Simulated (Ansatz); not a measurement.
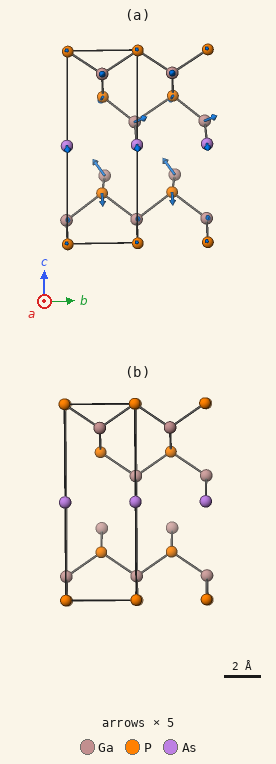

The structure of a crystal of Ga₄AsP₃ (a generated structure, set up in P1) (coarse preliminary run) before (top) and after (bottom) a relaxation, at one scale. The blue arrows give the displacements (the part carried along by the change of the cell is left out), magnified 5 times.

The picture is a ball-and-stick view of the cell of the calculation, repeated 1 × 2 × 1 with one cell outlined, seen along the a axis.

Theory: DFT PBE, scalar-relativistic, plane waves, PAW in Ansatz 0.2.0. Set-up: plane-wave cutoff 420 eV; k-point mesh 4 × 4 × 2; occupations gaussian; smearing width 0.1 eV; no spin polarisation; cell and atoms relaxed; force threshold 0.025 eV/Å; at most 60 steps.

Summarise the run.

The energy falls by 1.737 eV per cell of the calculation in 4 accepted moves (5 points after the start). Largest force component: 3.8 eV/Å at the start, 0.0017 eV/Å at the end. The pressure goes from 2.90 to 0.00 GPa. The SCF was repeated once at an unchanged geometry on a basis and grid sized afresh for the cell, which shifted the energy by 0.3 meV per cell of the calculation at most. The atom that moves furthest relative to the cell is a Ga atom (0.27 Å along [−2 −2 1]). By element the largest moves are Ga 0.27 Å, P 0.24 Å, As 0.14 Å. The drawn cell changes as follows: a 4.031 → 3.953 Å (−1.9 %), b 3.941 → 3.953 Å (+0.3 %), c 10.839 → 11.036 Å (+1.8 %), α 89.1° → 90.0°, β 90.4° → 90.0°, γ 87.9° → 90.0°; the volume changes by +0.3 %. Among the contacts that change: Ga–P 2.696 → 2.396 Å, Ga–P 2.098 → 2.396 Å, As–Ga 2.719 → 2.456 Å, Ga–P 2.643 → 2.396 Å. Bond angles that change, for instance: P–Ga–P 127.1° → 111.2°, Ga–P–Ga 127.1° → 111.2°, P–Ga–As 95.2° → 109.6°. The space group (tolerance 0.01 Å) goes from P1 (No. 1) to P-4m2 (No. 115). Cost: 51 s on 1 thread of Intel(R) Xeon(R) 6975P-C (Granite Rapids), with other jobs on the host, peak memory 0.5 GiB.
